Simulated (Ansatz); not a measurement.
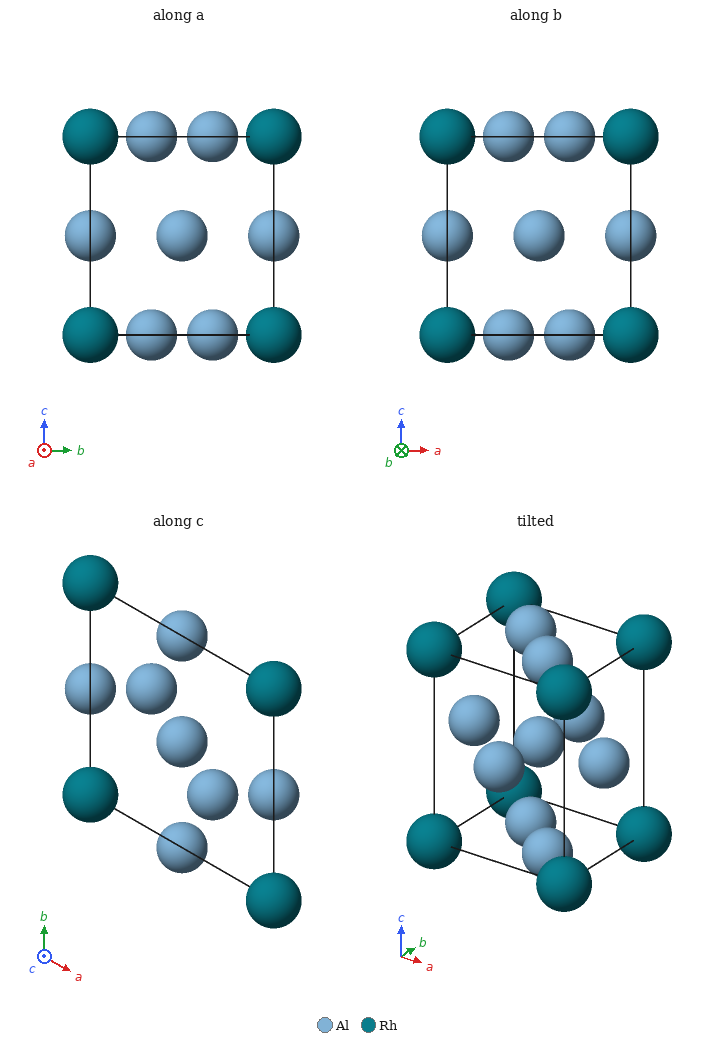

Drawn in the spheres-only manner and seen along the a axis, along the b axis, along the c axis and slightly off an axis. Thin lines show the conventional unit cell, with boundary atoms drawn in all their periodic places.

Lattice parameters: a = 5.0034 Å, b = 5.0034 Å, c = 4.6885 Å, α = 90.000°, β = 90.000°, γ = 120.000°.

Put the structure into a CIF in P1 with every atom of the cell.

Answer.
```cif
data_structure
_symmetry_space_group_name_H-M 'P 1'
_symmetry_Int_Tables_number 1
_cell_length_a 5.0034
_cell_length_b 5.0034
_cell_length_c 4.6885
_cell_angle_alpha 90.000
_cell_angle_beta 90.000
_cell_angle_gamma 120.000
_cell_volume 101.65
loop_
_atom_site_label
_atom_site_type_symbol
_atom_site_fract_x
_atom_site_fract_y
_atom_site_fract_z
_atom_site_occupancy
Al1 Al 0.3333 0.6667 0.0000 1
Al2 Al 0.6667 0.3333 0.0000 1
Al3 Al 0.5000 0.0000 0.5000 1
Al4 Al 0.5000 0.5000 0.5000 1
Al5 Al 0.0000 0.5000 0.5000 1
Rh1 Rh 0.0000 0.0000 0.0000 1
```

The cell started as a structure type filled with these elements by a generator (whether the compound takes this form wasn't checked). A relaxation with DFT PBE, scalar-relativistic, plane waves, PAW in Ansatz 0.2.0 gave the geometry drawn.
